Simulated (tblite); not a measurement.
**Geometry relaxation, with input and output: C₄H₁₂PSi (charge +1) (part 2 of 2)**

The same run, continued: C₄H₁₂PSi, charge +1, SMILES C=C(C)[PH2+]C[SiH3]; GFN2-xTB geometry optimisation, gas phase (tblite 0.8.0). It belongs to a series of runs on one base structure; here: CH2CF3 replaced by CH2SiH3.

Geometry of the input (Å):
```
C  -1.2218  -0.7229  1.5693
C  -1.3819  -0.1855  0.3670
C  -2.7632  0.1726  -0.0591
P  -0.0243  0.1192  -0.7391
C  1.4269  0.8357  0.0662
Si 2.8991  -0.3272  0.0225
H  -2.1549  -0.8512  2.1553
H  -0.2667  -1.0121  1.9818
H  -2.9017  1.2363  0.2213
H  -2.7537  0.1003  -1.1551
H  -3.5392  -0.4783  0.3794
H  0.3559  -1.0421  -1.4524
H  -0.4974  1.0395  -1.6896
H  1.7083  1.7309  -0.5637
H  1.2215  1.2195  1.0663
H  2.4955  -1.7337  0.1542
H  3.5950  -0.1062  -1.2548
H  3.7940  0.0113  1.1247
```

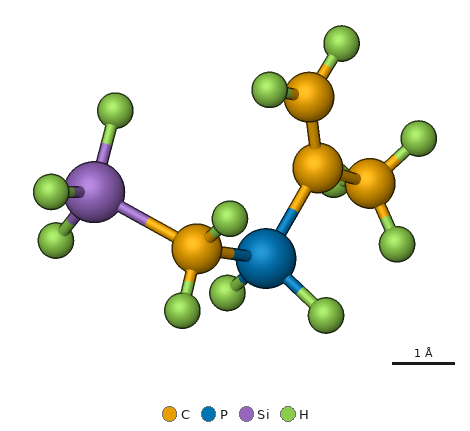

Fig. 1: The geometry at step 100 of the log (ball-and-stick view, seen at a tilt).

Trajectory as extended XYZ, continued:
```
18
Properties=species:S:1:pos:R:3:forces:R:3 step=67 energy=-502.73815
C    -1.0564   -0.7149    1.5553    0.0200  -0.0040   0.0120
C    -1.3285   -0.1482    0.3853   -0.1030  -0.0500   0.0360
C    -2.6864   -0.0792   -0.2373   -0.0860   0.0260  -0.0920
P    -0.0524    0.5943   -0.6430    0.0220   0.0090  -0.0010
C     1.5237    0.9499    0.1176   -0.0160   0.0520   0.0170
Si    2.7767   -0.5513    0.1010    0.0320   0.0000  -0.0030
H    -1.8373   -1.1649    2.1497    0.0430   0.0510  -0.0360
H    -0.0617   -0.7627    1.9631    0.0600   0.0220   0.0320
H    -2.8677    0.9010   -0.6848   -0.0050  -0.0580   0.0430
H    -2.7787   -0.8270   -1.0276   -0.0150   0.0220   0.0200
H    -3.4579   -0.2703    0.5048    0.0150  -0.0260  -0.0320
H     0.1264   -0.2023   -1.7555   -0.0100   0.0000  -0.0260
H    -0.6167    1.7313   -1.1843   -0.0030   0.0400  -0.0110
H     1.9615    1.7895   -0.4272    0.0220  -0.0270  -0.0120
H     1.3267    1.2968    1.1330   -0.0020   0.0020   0.0470
H     2.0536   -1.6848    0.6784    0.0130  -0.0050   0.0180
H     3.0564   -0.7731   -1.3152    0.0060  -0.0130  -0.0210
H     3.9100   -0.0779    0.8807    0.0050  -0.0400   0.0100
18
Properties=species:S:1:pos:R:3:forces:R:3 step=78 energy=-502.75028
C    -1.0198   -0.6862    1.5367    0.0050   0.0030   0.0140
C    -1.3226   -0.1421    0.3630   -0.0010   0.0210  -0.0060
C    -2.6783   -0.1619   -0.2754    0.0370   0.0450   0.0060
P    -0.0666    0.7036   -0.6168    0.0000  -0.0140  -0.0240
C     1.5358    0.9653    0.1322    0.0210   0.0210   0.0120
Si    2.7234   -0.5978    0.1163   -0.0260  -0.0210  -0.0270
H    -1.7730   -1.1925    2.1193    0.0200   0.0200   0.0040
H    -0.0281   -0.6571    1.9589   -0.0250   0.0170  -0.0090
H    -2.8733    0.7664   -0.8152    0.0090  -0.0360  -0.0080
H    -2.7592   -0.9892   -0.9823    0.0090   0.0350   0.0220
H    -3.4461   -0.2849    0.4841   -0.0160  -0.0520  -0.0270
H     0.0822    0.0135   -1.8032   -0.0140   0.0090  -0.0120
H    -0.6244    1.8965   -1.0454    0.0110  -0.0340   0.0430
H     2.0207    1.7683   -0.4290   -0.0090  -0.0140  -0.0190
H     1.3744    1.3415    1.1452   -0.0070  -0.0370   0.0080
H     2.0034   -1.6756    0.7950    0.0020   0.0110  -0.0100
H     2.9196   -0.9002   -1.3017   -0.0180   0.0150   0.0250
H     3.9230   -0.1613    0.8126    0.0020   0.0120   0.0080
18
Properties=species:S:1:pos:R:3:forces:R:3 step=89 energy=-502.75630
C    -1.0074   -0.6561    1.5505   -0.0200   0.0160   0.0240
C    -1.3074   -0.1428    0.3620   -0.0250   0.0050   0.0200
C    -2.6465   -0.2178   -0.3079    0.0360  -0.0090   0.0020
P    -0.0726    0.7559   -0.5921    0.0060   0.0280   0.0180
C     1.5509    0.9699    0.1232    0.0100  -0.0130   0.0140
Si    2.6812   -0.6313    0.1167   -0.0130  -0.0060   0.0030
H    -1.7535   -1.1755    2.1308    0.0260   0.0100  -0.0020
H    -0.0248   -0.5811    1.9893   -0.0460   0.0020  -0.0160
H    -2.8517    0.6798   -0.8936    0.0210  -0.0060   0.0280
H    -2.6825   -1.0718   -0.9843    0.0070  -0.0100  -0.0150
H    -3.4359   -0.3421    0.4295    0.0180  -0.0100  -0.0120
H     0.0274    0.1719   -1.8381   -0.0070  -0.0150  -0.0020
H    -0.6336    1.9833   -0.8848   -0.0230   0.0340  -0.0330
H     2.0493    1.7470   -0.4625   -0.0090  -0.0020   0.0150
H     1.4185    1.3599    1.1349   -0.0030  -0.0040   0.0000
H     1.9535   -1.6625    0.8560    0.0070   0.0000  -0.0240
H     2.8111   -0.9659   -1.2990    0.0050  -0.0240  -0.0160
H     3.9152   -0.2143    0.7633    0.0080   0.0060  -0.0020
18
Properties=species:S:1:pos:R:3:forces:R:3 step=100 energy=-502.76116
C    -1.0133   -0.6145    1.5853   -0.0100   0.0300   0.0090
C    -1.2999   -0.1325    0.3815    0.0150   0.0030   0.0020
C    -2.6072   -0.2634   -0.3344    0.0020   0.0030  -0.0080
P    -0.0866    0.8030   -0.5656    0.0120  -0.0130   0.0320
C     1.5551    0.9693    0.1172    0.0040  -0.0090   0.0100
Si    2.6500   -0.6584    0.0960    0.0120   0.0120  -0.0020
H    -1.7522   -1.1474    2.1614    0.0070  -0.0080  -0.0140
H    -0.0446   -0.4966    2.0418   -0.0020   0.0070   0.0180
H    -2.8199    0.6366   -0.9128   -0.0470  -0.0010  -0.0100
H    -2.5767   -1.1069   -1.0243    0.0050  -0.0060  -0.0210
H    -3.4200   -0.4337    0.3658   -0.0010  -0.0050   0.0170
H    -0.0307    0.2620   -1.8314    0.0130  -0.0400  -0.0360
H    -0.6508    2.0419   -0.8079    0.0020   0.0180   0.0030
H     2.0667    1.7361   -0.4703   -0.0130   0.0090   0.0120
H     1.4441    1.3561    1.1328    0.0240   0.0040   0.0120
H     1.9278   -1.6751    0.8560   -0.0270  -0.0060   0.0080
H     2.7500   -1.0239   -1.3144   -0.0010   0.0100  -0.0190
H     3.8996   -0.2463    0.7174    0.0060  -0.0070  -0.0130
18
Properties=species:S:1:pos:R:3:forces:R:3 step=111 energy=-502.76954
C    -1.0508   -0.5177    1.6348   -0.0140   0.0320   0.0070
C    -1.3076   -0.1066    0.3985    0.0290  -0.0090  -0.0070
C    -2.5904   -0.2970   -0.3461    0.0050   0.0420  -0.0040
P    -0.0727    0.7898   -0.5614   -0.0230   0.0110   0.0400
C     1.5621    0.9532    0.1398   -0.0010   0.0140  -0.0030
Si    2.6502   -0.6771    0.0491    0.0200   0.0400  -0.0240
H    -1.7944   -1.0408    2.2135   -0.0060   0.0060  -0.0070
H    -0.1056   -0.3443    2.1215    0.0270  -0.0250  -0.0010
H    -2.9074    0.6368   -0.8136    0.0100  -0.0210  -0.0350
H    -2.4684   -1.0467   -1.1264    0.0120  -0.0040  -0.0710
H    -3.3794   -0.6313    0.3179   -0.0430  -0.0330   0.0860
H    -0.0034    0.1993   -1.8074   -0.0050   0.0190   0.0160
H    -0.6132    2.0324   -0.8446    0.0020  -0.0300  -0.0260
H     2.0632    1.7516   -0.4145    0.0130  -0.0310   0.0180
H     1.4466    1.2979    1.1701    0.0170   0.0000  -0.0080
H     1.9164   -1.7105    0.7757   -0.0250  -0.0020   0.0080
H     2.7327   -0.9821   -1.3796   -0.0040   0.0060   0.0210
H     3.9135   -0.3007    0.6668   -0.0130  -0.0130  -0.0100
18
Properties=species:S:1:pos:R:3:forces:R:3 step=122 energy=-502.77163
C    -1.0635   -0.4893    1.6490    0.0010   0.0000   0.0050
C    -1.3057   -0.1014    0.4022    0.0040  -0.0040   0.0040
C    -2.5776   -0.3205   -0.3545    0.0070   0.0050  -0.0020
P    -0.0705    0.8043   -0.5467    0.0020   0.0020  -0.0020
C     1.5702    0.9566    0.1453   -0.0040   0.0080  -0.0030
Si    2.6369   -0.6849    0.0386   -0.0050  -0.0020  -0.0020
H    -1.8116   -1.0108    2.2237    0.0060   0.0000  -0.0040
H    -0.1239   -0.3078    2.1444    0.0060  -0.0030   0.0010
H    -2.9231    0.6086   -0.8109   -0.0040  -0.0050   0.0050
H    -2.4246   -1.0469   -1.1537    0.0010   0.0010   0.0000
H    -3.3554   -0.6961    0.3048    0.0000   0.0020  -0.0050
H    -0.0050    0.2261   -1.7978    0.0060  -0.0030   0.0050
H    -0.6122    2.0458   -0.8284    0.0010   0.0000  -0.0010
H     2.0790    1.7447   -0.4150   -0.0020   0.0040   0.0020
H     1.4733    1.3036    1.1762   -0.0070  -0.0020  -0.0050
H     1.8907   -1.7073    0.7704   -0.0060   0.0040  -0.0010
H     2.6991   -0.9847   -1.3913   -0.0050  -0.0040   0.0000
H     3.9150   -0.3336    0.6379   -0.0030  -0.0040   0.0040
```

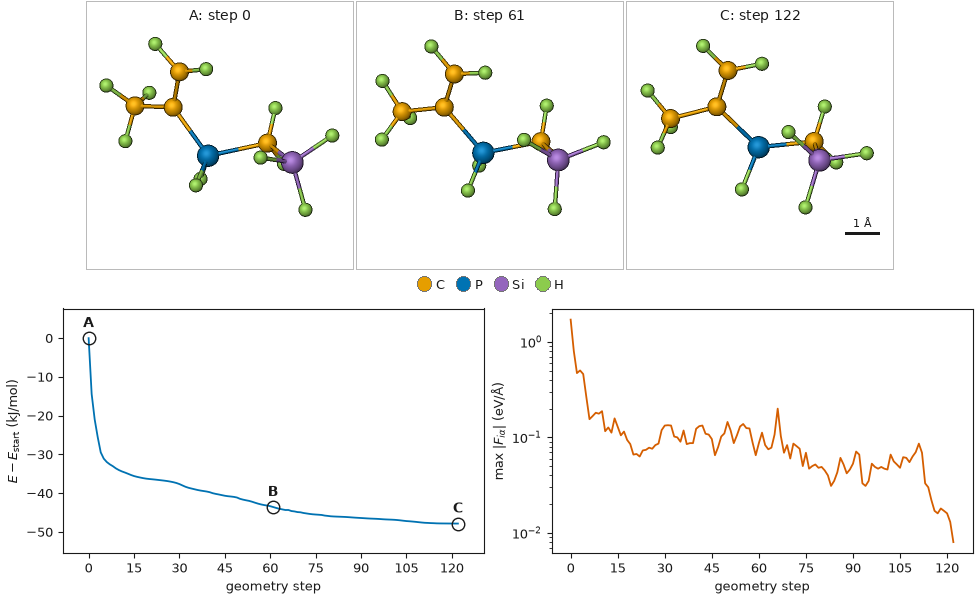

Fig. 2: Frames of the relaxation (ball-and-stick view, seen at a tilt) above the curves, on which the letters mark them (steps are counted from 0).

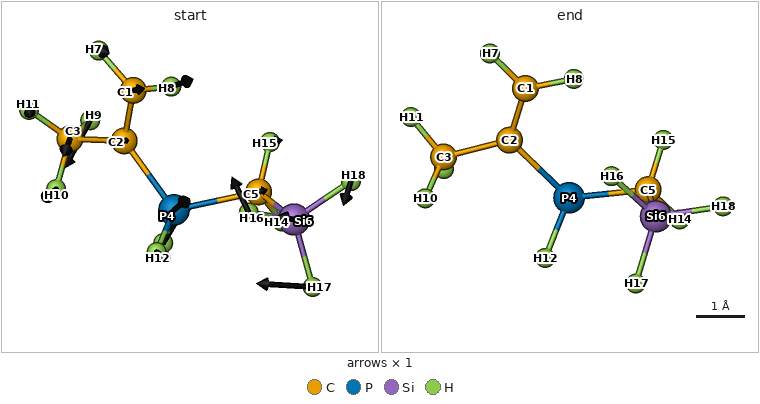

Fig. 3: Before (left) and after (right) the relaxation, at one scale (ball-and-stick view, seen at a tilt). The black arrows give the displacements, at true length. The largest move after the best rigid fit is that of H12, 1.37 Å. Largest moves by element: H 1.37 Å, P 0.72 Å, C 0.61 Å, Si 0.44 Å. Among the contacts that change: C5–Si6 1.877 → 1.961 Å, C5–H14 1.130 → 1.093 Å, P4–H12 1.415 → 1.380 Å, C1–H7 1.109 → 1.078 Å. Among the angles that change: C1–C2–C3 117.9° → 126.0°, C3–C2–P4 119.3° → 113.0°, C2–C1–H7 115.1° → 121.0°. The energy falls by 47.8 kJ/mol in 122 geometry steps. The largest force component goes from 1.7 to 0.008 eV/Å. (Atoms are counted from 1 in the order of the input.)

Summary:

```csv
quantity,value
outcome,converged
total energy,−502.7716 eV
wall time,0.86 s
peak memory,0.18 GiB
```
